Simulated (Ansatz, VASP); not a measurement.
**Cross-check of Si2Sb between VASP and Ansatz**

Wanted: the spread between two codes on one cell, functional and k mesh. The cell is invented: As first built, before any earlier steps moved the atoms (in the runner's words): it takes the YSi2 structure with some of its atoms replaced by other elements, volume scaled by an estimate. It may not be a known or stable phase. The cell is taken from a series of VASP runs on this material, whose earlier steps may have relaxed, scaled or displaced it; both programs get it as it stands. Other levels of theory on this material are compared in a session of their own. Valence electrons are named where the data sets of a main pair hold unlike numbers.

Method: plane waves, with VASP 6.6.1 beside it; band structure at HSE06, spin-orbit coupling, in Ansatz 0.2.0.

### Step 1. The structure

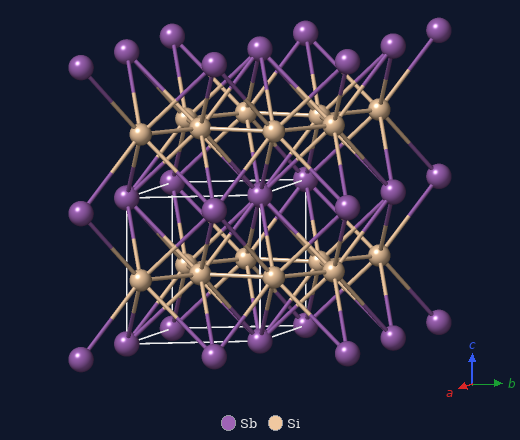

The cell as given, slightly off an axis (antimony purple, silicon light orange). 2×2×2 cells are drawn. Some periodic images of atoms are drawn too.

### Step 2. Ansatz: band structure, HSE06, spin-orbit coupling

Ansatz runs on its fully relativistic PAW (standard-fr) files.

A single point gives forces, pressure and levels at one fixed geometry, so differences don't come from the geometry; what else differs is listed under the comparison.

The input, input.yaml:

```yaml
crystal:
  lattice:
    - [4.0565899002, 0.0, 0.0]
    - [-2.0282949501, 3.5131099905, 0.0]
    - [0.0, 0.0, 4.4065027854]
  atoms:
    - { symbol: Sb, position: [0.0, 0.0, 0.0] }
    - { symbol: Si, position: [0.33333333, 0.66666667, 0.5] }
    - { symbol: Si, position: [0.66666667, 0.33333333, 0.5] }
hamiltonian:
  xc: { exchange: pbe, correlation: pbe, exx: { coeff: 0.25, omega: 0.2 } }
  pseudopotentials: { kind: paw_fr }
magnetization:
  noncollinear: true
  spin_orbit: true
kpoints:
  mp_grid: { grid: [4, 4, 3] }
  band_path:
    path:
      - [0.0, 0.0, 0.0]
      - [0.4, 0.0, 0.0]
      - [0.4, 0.2, 0.0]
      - [0.2, 0.2, 0.0]
      - [0.0, 0.0, 0.1]
      - [0.0, 0.0, 0.5]
      - [0.4, 0.0, 0.5]
      - [0.4, 0.2, 0.5]
      - [0.2, 0.2, 0.5]
      - [0.5, 0.0, 0.4]
      - [0.33333, 0.33333, 0.0]
      - [0.33333, 0.33333, 0.5]
    npoints: 1
scf:
  occupations: { method: gaussian, width: 0.02 }
  n_extra_bands: 14
output:
  forces: true
  stress: true
  eigenvalues: true
```

Command:

```sh
ansatz run input.yaml --threads 4 --pin off --max-ram 9216MiB --backend cpu --events-out ev --progress --plain --runs-dir out
```

Numbers of over 12 decimals in the logs are rounded to 6 here.

What it wrote:

```text
Warning: output.stress: scf.convergence.dr2_threshold = 1e-7 eV (the SCF's general default) is looser than the 3e-10 eV advised for a printed stress (1e-10 eV for each atom of the cell: 3). What an SCF threshold leaves in a stress goes as its square root, and in the free energy as the threshold itself, and one threshold admits the most on a small cell: [figures from the program's tests cut] Set scf.convergence.dr2_threshold to 3e-10 eV or tighter. The threshold is an SCF's pass mark: one that does not reach it within its budget of iterations ends unconverged, or closes short of it on a stop that the run arms, and scf.convergence.dr2_threshold's page says what that costs each kind of run
Warning: output.stress: scf.exx.energy_threshold = 1e-6 eV is looser than the 3e-8 eV advised for a stress under a hybrid functional (1e-8 eV for each atom of the cell: 3). Every SCF of the exchange loop can meet its threshold on dr2 while the loop round them stops early: no threshold on dr2 bounds what that leaves in the stress. Set scf.exx.energy_threshold to 3e-8 eV or tighter. The threshold is the loop's pass mark: a loop that does not reach it within its budget of cycles ends unconverged, and scf.exx.energy_threshold's page has the law
scf.n_extra_bands = 14 over 23 filled bands (N_el = 23.0): the run solves 37 bands
Engine: ansatz 0.2.0, aarch64-unknown-linux-gnu
Pseudopotentials: kind: paw_fr
Pseudopotential: Sb, paw_fr, valence charge 15, recommended cutoff 420 eV (normal), Sb.paw.azcp#standard-fr
Pseudopotential: Si, paw_fr, valence charge 4, recommended cutoff 420 eV (normal), Si.paw.azcp#standard-fr
Functional definition: unnamed
  parameter a_1 = 0.25
  parameter omega_1 = 0.2/angstrom
  exchange = pbe_x + (-a_1)*pbe_x_sr(omega_1) + a_1*exact_x_sr(omega_1)
  correlation = pbe_c
non-collinear run that drives no moment, with spin-orbit: no starting moment large enough to seed its density (crystal.atoms[].spin), no starting occupations that ask for one, no magnetisation constraint and no magnetic field, so the semilocal B_xc is pinned to zero
Crystal: 3 atoms, lattice volume = 62.798 Å³
Basis set: ecut = 420 eV, 1215 PW (Γ), exchange–correlation on 60×60×60 points (8 copies of the dense FFT grid, shifted against one another)
Bands: 37, of which v1, the nominal top of the filled ones, is band 23 counted from 1 (22 counted from 0)
Symmetry: 24 space group operations + 24 with time reversal
Magnetic group: BNS 191.234 (UNI 1464), of the structure as read, at distance tolerance 4.0e-5 Å
k-points: 8 of 48
Projection manifold: j_resolved (fully-relativistic pseudo-atomic orbitals)
Non-local potential: Sb, projectors of the file, l = 0: 2, l = 1: 4, l = 2: 4, l = 3: 4
Non-local potential: Si, projectors of the file, l = 0: 2, l = 1: 4, l = 2: 4
PAW form: soft (Blöchl's): semilocal exchange-correlation on the pseudo side does not see the compensation charge
PAW frozen core: Sb, regenerated for the run's functional, and the local potential with it (the file was generated under x = pbe(κ = 0.804, μ = 0.219515), c = pbe(β = 0.066725))
PAW frozen core: Si, regenerated for the run's functional, and the local potential with it (the file was generated under x = pbe(κ = 0.804, μ = 0.219515), c = pbe(β = 0.066725))
PAW one-centre angular grid: Sb, 590 points (default); XC on 160 Gauss nodes
PAW one-centre angular grid: Si, 110 points (default); XC on 64 Gauss nodes
Initial density: superposition of atomic densities (chi_scale 0.1, normalization cell, long waves kept (reshape's long-wave potential 0.00 eV rms))
Initial wavefunctions: pseudopotential atomic-orbital guess
Functional: x = pbe(κ = 0.804, μ = 0.219515), c = pbe(β = 0.066725), warm-up for x = pbe(κ = 0.804, μ = 0.219515) + 0.25 (exact − pbe) at short range (hse, ω = 0.2 Å⁻¹), c = pbe(β = 0.066725)
SCF iter   1: F=—  HF=-7757.285193 eV  |F-HF|=—  |Δ(HF+E_count)|=         —  Δρ=3.42e-2  dr2=1.60e0  dr2_m=0.00e0 (ungated)  ethr=1.00e-1  |M|=0.00e0 ∫|m|=0.00e0 μB  |m|>n=0.0e0 m-floor=0.0e0 τ_xc=0.0e0  β_m=0.30  ⟨swp⟩=6.0  Hψ=1100  notcnv=0
preconditioner: auto → none  [insulator: Δε(μ)=0.037 eV  Ē_g=9.663 eV  σ=0.020 eV  W_gap=0.80  n_scr=20 (ndim 8)  ℏωp=16.9 eV  f_vac=0.000  D(μ)=7.57/eV (n_scr^D=108)]
iter 2 solved again at ethr=6.79e-4 eV; its pass at ethr=6.97e-3 eV (dr2=1.56e-1 eV) is discarded
SCF iter   2: F=—  HF=-7756.945524 eV  |F-HF|=—  |Δ(HF+E_count)|=   3.40e-1  Δρ=1.83e-2  dr2=1.55e-1  dr2_m=0.00e0 (ungated)  ethr=6.79e-4  |M|=0.00e0 ∫|m|=0.00e0 μB  |m|>n=0.0e0 m-floor=0.0e0 τ_xc=0.0e0  β_m=0.32  ⟨swp⟩=4.8  Hψ=1360  notcnv=0  defer=2
SCF iter   3: F=—  HF=-7756.922272 eV  |F-HF|=—  |Δ(HF+E_count)|=   2.33e-2  Δρ=1.14e-2  dr2=5.95e-2  dr2_m=0.00e0 (ungated)  ethr=6.74e-4  |M|=0.00e0 ∫|m|=0.00e0 μB  |m|>n=0.0e0 m-floor=0.0e0 τ_xc=0.0e0  β_m=0.57  ⟨swp⟩=2.2  Hψ=594  notcnv=0  defer=1
SCF iter   4: F=—  HF=-7756.909000 eV  |F-HF|=—  |Δ(HF+E_count)|=   1.33e-2  Δρ=6.00e-4  dr2=2.09e-4  dr2_m=0.00e0 (ungated)  ethr=2.59e-4  |M|=0.00e0 ∫|m|=0.00e0 μB  |m|>n=0.0e0 m-floor=0.0e0 τ_xc=0.0e0  β_m=0.69  ⟨swp⟩=4.2  Hψ=619  notcnv=0  defer=2
[...]
SCF iter   3: F=—  HF=-7757.236700 eV  |F-HF|=—  |Δ(HF+E_count)|=   1.63e-9  Δρ=2.86e-6  dr2=5.95e-7  dr2_m=0.00e0 (ungated)  ethr=1.67e-10  |M|=0.00e0 ∫|m|=0.00e0 μB  |m|>n=0.0e0 m-floor=0.0e0 τ_xc=0.0e0  β_m=0.57  ⟨swp⟩=3.0  Hψ=523  notcnv=0
SCF iter   4: F=—  HF=-7757.236718 eV  |F-HF|=—  |Δ(HF+E_count)|=   1.74e-5  Δρ=8.89e-6  dr2=6.53e-8  dr2_m=0.00e0 (ungated)  ethr=1.52e-11  |M|=0.00e0 ∫|m|=0.00e0 μB  |m|>n=0.0e0 m-floor=0.0e0 τ_xc=0.0e0  β_m=0.57  ⟨swp⟩=5.2  Hψ=1089  notcnv=0
SCF iter   5: F=-7757.236718 eV  HF=-7757.236718 eV  |F-HF|=3.81e-10  |Δ(HF+E_count)|=   1.86e-8  Δρ=3.97e-6  dr2=1.06e-8  dr2_m=0.00e0 (ungated)  ethr=1.52e-11  |M|=0.00e0 ∫|m|=0.00e0 μB  |m|>n=0.0e0 m-floor=0.0e0 τ_xc=0.0e0  ⟨swp⟩=4.0  Hψ=771  notcnv=0
SCF 4 converged in 5 iterations: F = -7757.236718 eV  dr2 = 1.06e-8
  Residual-converged pass: ⟨swp⟩=2.0  Hψ=359  notcnv=0  max |occ|·‖R‖ = 2.4e-6 eV (tolerance 2.4e-6 eV)  dr2=1.06e-8  dr2_m=0.00e0 (ungated)  dr2_onsite=1.11e-9  max |Δocc| = 3.5e-14
hybrid outer 3: dexx = +7.279e-8 eV, tail = 2.36e-8 eV, Δε = 1.12e-3 eV (about 2.10e-4 eV left of the loop's levels)
The result ahead of the solve for the band table, with the exchange loop's own table, told since no file at a place of the run's own has it by now; the run can take it back:
hybrid SCF converged: 3 outer / 15 inner (+9 warm-up), last move |dexx| = 7.28e-8 eV, tail = 2.36e-8 eV
Magnetization: |M| = 0.0000 μB,  M = (+0.0000, +0.0000, +0.0000) μB
Absolute magnetization: 0.0000 μB (∫|m|)
  site 0: m = (+0.0000, +0.0000, +0.0000) μB, |m| = 0.0000 μB  (R = 1.33 Å)
  site 1: m = (+0.0000, +0.0000, +0.0000) μB, |m| = 0.0000 μB  (R = 0.97 Å)
  site 2: m = (+0.0000, +0.0000, +0.0000) μB, |m| = 0.0000 μB  (R = 0.97 Å)
Free energy (F): -7757.236718 eV
Frozen-core exchange: fock
Harris-Foulkes:  -7757.236718 eV  (|F-HF|=3.81e-10)
Internal energy: -7757.236696 eV  (E = F + TS)
E sigma→0 (E₀):  -7757.236707 eV
Entropy (-TS):   -0.000022 eV (-0.007 meV/atom)
Fermi energy:    9.704044 eV
--- Per-component energies (eV) ---
  E_band       = -179.263248
  E_kinetic    = 285.219828
  E_local      = -1732.597292  (includes V_loc(G=0)·N_el)
  E_nonlocal   = 412.365190
  E_hartree    = 790.154657
  E_xc         = -201.247311
  E_vxc        = -154.053993  (∫ρ·V_xc dr)
  E_exx        = -51.264989  (= α·E_x^exact, valence–valence)
  E_paw        = -5599.206297  (= ΣΔE_a)
  E_vpaw       = -467.976700  (= ΣTr[D̂ρ^β])
  E_aug_tail   = 0.000013  (compensation charges beyond the density's cutoff)
  E_ewald      = -1660.573945
  E_core_change = -0.086549  (= ΣΔE_core)
  E_smearing   = -0.000022  (= −TS)
  E_closure    = 0.000000  (closes the sum)
  Σ components = -7757.236718   (vs F -7757.236718, Δ=0.00e0)
--- Forces (eV/Å), atoms counted from 1 ---
  atom   1  Sb     0.00000000    -0.00000000     0.00000000
  atom   2  Si     0.00000000    -0.00000000     0.00000000
  atom   3  Si     0.00000000     0.00000000    -0.00000000
  max |Σ_I F_I| component: 2.21e-23 eV/Å
--- Stress (GPa, compression-positive) ---
       -0.092967      -0.000000      -0.000000
       -0.000000      -0.092967      -0.000000
        0.000000      -0.000000      -1.684515
  P = ⅓ Tr σ = -0.6235 GPa (-6.235 kbar)
--- Band table (eV; the first three rows and the last of 8) ---
  k-point 0: bands = [... 19 lower, 6.5661, 8.2496, 8.2496, 8.5915, 8.5915, 8.8775, 8.8775, 12.6673, ... 5 higher]
  k-point 1: bands = [... 19 lower, 8.0680, 9.2385, 9.2385, 9.2914, 9.2914, 9.6062, 9.6062, 12.0476, ... 5 higher]
  k-point 2: bands = [... 19 lower, 5.1278, 7.7811, 7.7811, 10.6289, 10.6289, 11.5168, 11.5168, 11.6901, ... 5 higher]
  k-point 7: bands = [... 19 lower, 5.1811, 6.4958, 6.4958, 10.1303, 10.1303, 12.1181, 12.1181, 13.1089, ... 5 higher]
NSCF: frozen V_eff on 12 k-points
hybrid SCF converged: 3 outer / 15 inner (+9 warm-up), last move |dexx| = 7.28e-8 eV, tail = 2.36e-8 eV
Magnetization: |M| = 0.0000 μB,  M = (+0.0000, +0.0000, +0.0000) μB
Absolute magnetization: 0.0000 μB (∫|m|)
  site 0: m = (+0.0000, +0.0000, +0.0000) μB, |m| = 0.0000 μB  (R = 1.33 Å)
  site 1: m = (+0.0000, +0.0000, +0.0000) μB, |m| = 0.0000 μB  (R = 0.97 Å)
  site 2: m = (+0.0000, +0.0000, +0.0000) μB, |m| = 0.0000 μB  (R = 0.97 Å)
Free energy (F): -7757.236718 eV
Frozen-core exchange: fock
Harris-Foulkes:  -7757.236718 eV  (|F-HF|=3.81e-10)
Internal energy: -7757.236696 eV  (E = F + TS)
E sigma→0 (E₀):  -7757.236707 eV
Entropy (-TS):   -0.000022 eV (-0.007 meV/atom)
Fermi energy:    9.704044 eV
--- Per-component energies (eV) ---
  E_band       = -179.263248
  E_kinetic    = 285.219828
  E_local      = -1732.597292  (includes V_loc(G=0)·N_el)
  E_nonlocal   = 412.365190
  E_hartree    = 790.154657
  E_xc         = -201.247311
  E_vxc        = -154.053993  (∫ρ·V_xc dr)
  E_exx        = -51.264989  (= α·E_x^exact, valence–valence)
  E_paw        = -5599.206297  (= ΣΔE_a)
  E_vpaw       = -467.976700  (= ΣTr[D̂ρ^β])
  E_aug_tail   = 0.000013  (compensation charges beyond the density's cutoff)
  E_ewald      = -1660.573945
  E_core_change = -0.086549  (= ΣΔE_core)
  E_smearing   = -0.000022  (= −TS)
  E_closure    = 0.000000  (closes the sum)
  Σ components = -7757.236718   (vs F -7757.236718, Δ=0.00e0)
--- Forces (eV/Å), atoms counted from 1 ---
  atom   1  Sb     0.00000000    -0.00000000     0.00000000
  atom   2  Si     0.00000000    -0.00000000     0.00000000
  atom   3  Si     0.00000000     0.00000000    -0.00000000
  max |Σ_I F_I| component: 2.21e-23 eV/Å
--- Stress (GPa, compression-positive) ---
       -0.092967      -0.000000      -0.000000
       -0.000000      -0.092967      -0.000000
        0.000000      -0.000000      -1.684515
  P = ⅓ Tr σ = -0.6235 GPa (-6.235 kbar)
--- Band table (eV; the first three rows and the last of 8) ---
  k-point 0: bands = [... 19 lower, 6.5661, 8.2497, 8.2497, 8.5915, 8.5915, 8.8775, 8.8775, 12.6673, ... 10 higher]
  k-point 1: bands = [... 19 lower, 8.0680, 9.2385, 9.2385, 9.2914, 9.2914, 9.6062, 9.6062, 12.0476, ... 10 higher]
  k-point 2: bands = [... 19 lower, 5.1278, 7.7812, 7.7812, 10.6289, 10.6289, 11.5167, 11.5167, 11.6901, ... 10 higher]
  k-point 7: bands = [... 19 lower, 5.1811, 6.4958, 6.4958, 10.1303, 10.1303, 12.1181, 12.1181, 13.1088, ... 10 higher]
```

Run time: 5 min. Hardware: 4 threads of Arm Neoverse V2, shared host; peak memory 1.2 GiB; 8.1 min of CPU time.

(Continued in part 2 of 2.)

[Lines on the potential files, build, host, timing and source positions are cut from VASP's logs without a mark.]

[Logs are printed without paths, hosts, clocks, repeated set-up lines and the standing remarks that a program may print on its own settings, such as how far it seeks lower states.]

[Hosts, paths, dates, database ids (printed as entryN), source tags and the programs' standing remarks are cut or masked in the printed files.]
